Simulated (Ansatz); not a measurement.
CH$_{3}$FSeSn (SMILES C[Se]#[Sn][F])

The calculation's input:

```
crystal:
  periodic: [false, false, false]
  atoms:
    - {symbol: C, position_ang: [-0.074870, -2.785817, 0.750818]}
    - {symbol: F, position_ang: [-3.742555, -0.494638, -1.637822]}
    - {symbol: Se, position_ang: [-1.317683, -1.247930, 0.619187]}
    - {symbol: Sn, position_ang: [-2.516864, -2.032965, -1.527857]}
    - {symbol: H, position_ang: [-0.249415, -3.295539, 1.706886]}
    - {symbol: H, position_ang: [-0.223857, -3.501364, -0.071425]}
    - {symbol: H, position_ang: [0.954537, -2.407108, 0.715436]}
basis:
  gaussian:
    orbitals: def2-TZVPD
total_charge: 0
hamiltonian:
  xc: {name: PBE0}
output: {forces: true, orbitals: {seedname: orbitals}}
```

Launched as:

```sh
ansatz run input.yaml --threads 2 --pin off --max-ram 4350MiB --events-out events.jsonl --progress --plain --runs-dir runs
```

Geometry: B3LYP-D3(BJ)/def2-SVP; core potentials replace the inner electrons of Sn.

Level of theory: isolated molecule in a Gaussian basis; Kohn-Sham density functional theory, functional PBE0 in Ansatz.

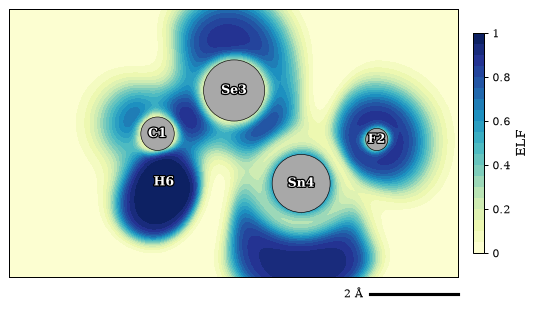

Figure 1. ELF on the plane of atoms C1, Se3 and Sn4. Grey discs cover the atomic cores.

**What does the map show?**

- The section cuts through C, F, Se, Sn and H sites.
- Sn–F (1.97 Å): the ELF peaks at about 0.80 in the valence shell of F, 0.5 Å from its nucleus, and drops to about 0.15 between the two atoms.
- C–Se (1.98 Å): the ELF peaks at about 0.90 between the atoms (a shared electron pair).
- Sn–Se (2.58 Å): the ELF peaks at about 0.80 in the valence shell of Se, 1.1 Å from its nucleus, and drops to about 0.20 between the two atoms.
- C–H (1.10 Å): the ELF climbs to about 1 towards the hydrogen, as it does in any bond to H: a covalent bond by its length.
- The ELF also peaks beside F2 and Se3, away from the bonds: lone-pair regions.

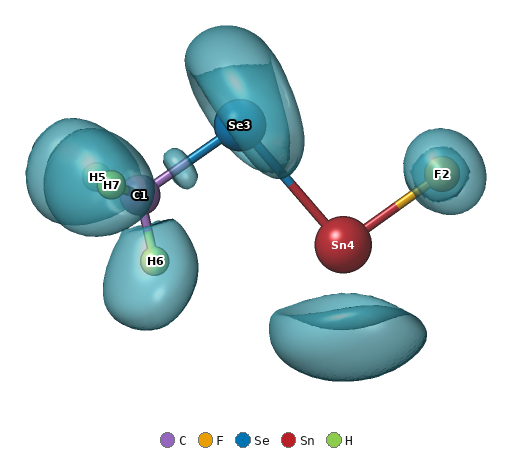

Figure 2. Isosurface of the ELF at 0.8 (cyan), seen across its widest extent. Core shells and regions of very low density are left out.

**Identify the bonds, lone pairs and shells in this picture.**

At this value the surface marks out one region between bonded C–Se atoms (shared pairs), three regions around hydrogen nuclei, one lobe on Sn, pointing away from the bonds (lone pairs), one region wrapped around F (its valence shell) and one region wrapped around Se (its valence shell).

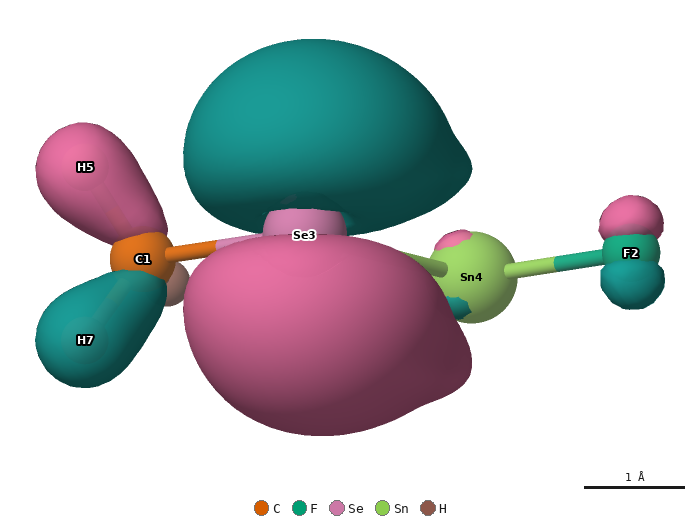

Figure 3. The HOMO at ±0.1 Å⁻³ᐟ² (teal and pink are the two phases), seen from one side.

**Where does this orbital lie, and at what energy?**

Its weight (Hirshfeld) is mainly on Se3 (about 75 %) and Sn4 (about 15 %); largely a lone pair of Se3. Its energy is −6.92 eV.
